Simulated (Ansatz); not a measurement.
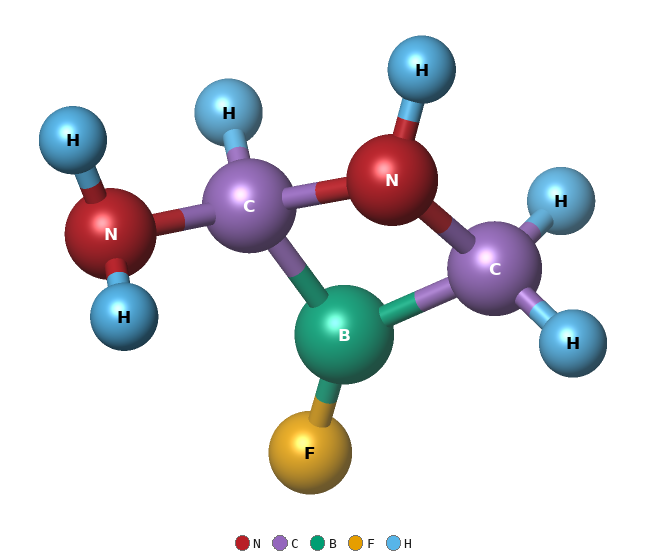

Every bond is drawn as one stick, whatever its order.

Computed geometry: PBE0-D4/def2-TZVP optimisation.

**Give the formula.**

C2H6BFN2, 12 atoms: 2 carbon, 6 hydrogen, 1 boron, 1 fluorine and 2 nitrogen.

**Does it have rings?**

Independent rings (smallest set): 1 of 4 members.

More results for the same structure follow; atom numbers are the same in all pictures, views and colours differ.

## Shape

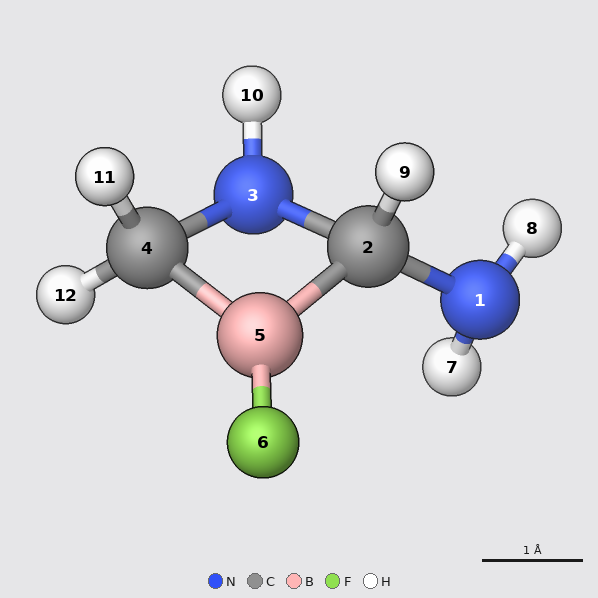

Estimate the angles N1–C2–H9, C2–N1–H7, C2–N3–C4, C2–N3–H10, C2–B5–F6, N3–C2–B5, N3–C2–H9, N3–C4–B5, N3–C4–H11, C4–N3–H10, B5–C4–H11, B5–C4–H12.

```tsv
angle	degrees
N1–C2–H9	107.7
C2–N1–H7	111.0
C2–N3–C4	96.9
C2–N3–H10	115.0
C2–B5–F6	134.9
N3–C2–B5	84.4
N3–C2–H9	111.3
N3–C4–B5	85.3
N3–C4–H11	115.2
C4–N3–H10	114.7
B5–C4–H11	113.0
B5–C4–H12	120.1
```

## Thermal motion

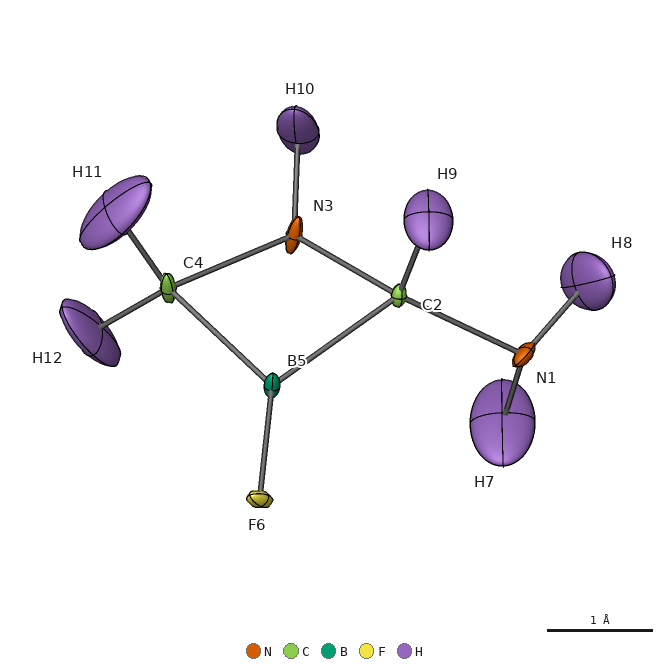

Displacement ellipsoids at the 50 % level, from the internal vibrations of the free molecule (harmonic, no overall translation or rotation; no half-axis is drawn under 0.075 Å). Vibrations computed with RKS PBE0-D4/def2-TZVP (Ansatz 0.2.0). Temperature: 600 K.

**Which atom has the largest mean-square displacement?**

H7, with U_eq = 0.0649 Å².

**Does H7 move more along its bond or across it?**

Across it: the root-mean-square amplitude is 0.102 Å along the bond and up to 0.383 Å across, since bending and torsion are softer than stretching.

Give the displacement parameters, one line for each set of equivalent atoms.

| atom | U_eq (Å²) | rms amplitudes (Å) |
| --- | --- | --- |
| N1 | 0.0067 | 0.041, 0.084, 0.106 |
| C2 | 0.0035 | 0.043, 0.051, 0.077 |
| N3 | 0.0080 | 0.040, 0.053, 0.141 |
| C4 | 0.0075 | 0.042, 0.052, 0.134 |
| B5 | 0.0049 | 0.043, 0.047, 0.103 |
| F6 | 0.0062 | 0.038, 0.066, 0.113 |
| H7 | 0.0649 | 0.087, 0.201, 0.383 |
| H8 | 0.0450 | 0.100, 0.187, 0.301 |
| H9 | 0.0271 | 0.091, 0.151, 0.224 |
| H10 | 0.0469 | 0.088, 0.130, 0.340 |
| H11 | 0.0470 | 0.095, 0.181, 0.315 |
| H12 | 0.0486 | 0.087, 0.177, 0.327 |

## Levels of theory compared

Program: Ansatz 0.2.0.

At this fixed geometry, give HOMO energy (eV), HOMO–LUMO gap (eV) at these levels: B97M-V/def2-TZVPP; BLYP-D4/def2-TZVPP; CAM-B3LYP-D4/def2-TZVPP; HSE06 (plane-wave form)-D4/def2-TZVPP; PBE-D4/def2-TZVPP; PBE0-D4/def2-QZVPP; PBE0-D4/def2-SVP; SPW92 (LDA)/def2-TZVPP; revPBE-D4/def2-TZVPP.

```json
{"level": "B97M-V/def2-TZVPP", "HOMO energy (eV)": "−5.83", "HOMO–LUMO gap (eV)": "4.54"}
{"level": "BLYP-D4/def2-TZVPP", "HOMO energy (eV)": "−5.28", "HOMO–LUMO gap (eV)": "3.75"}
{"level": "CAM-B3LYP-D4/def2-TZVPP", "HOMO energy (eV)": "−8.27", "HOMO–LUMO gap (eV)": "8.73"}
{"level": "HSE06 (plane-wave form)-D4/def2-TZVPP", "HOMO energy (eV)": "−6.43", "HOMO–LUMO gap (eV)": "5.42"}
{"level": "PBE-D4/def2-TZVPP", "HOMO energy (eV)": "−5.38", "HOMO–LUMO gap (eV)": "3.74"}
{"level": "PBE0-D4/def2-QZVPP", "HOMO energy (eV)": "−6.89", "HOMO–LUMO gap (eV)": "6.19"}
{"level": "PBE0-D4/def2-SVP", "HOMO energy (eV)": "−6.59", "HOMO–LUMO gap (eV)": "6.17"}
{"level": "SPW92 (LDA)/def2-TZVPP", "HOMO energy (eV)": "−5.50", "HOMO–LUMO gap (eV)": "3.57"}
{"level": "revPBE-D4/def2-TZVPP", "HOMO energy (eV)": "−5.33", "HOMO–LUMO gap (eV)": "3.81"}
```

## Charges

The questions are on Mulliken charges. Method: RKS B3LYP-D4/def2-TZVPP (Ansatz 0.2.0).

**Which atom carries the highest charge (most positive or least negative)?**

B5 (0.37 e).

**And the lowest?**

N1 (−0.30 e).

Give the Mulliken charges atom by atom.

```tsv
atom	value (e)
N1	−0.30
C2	−0.03
N3	−0.23
C4	−0.21
B5	0.37
F6	−0.24
H7	0.12
H8	0.12
H9	0.09
H10	0.11
H11	0.10
H12	0.10
```

Mulliken values depend strongly on the basis set and can even reverse the polarity of a bond.
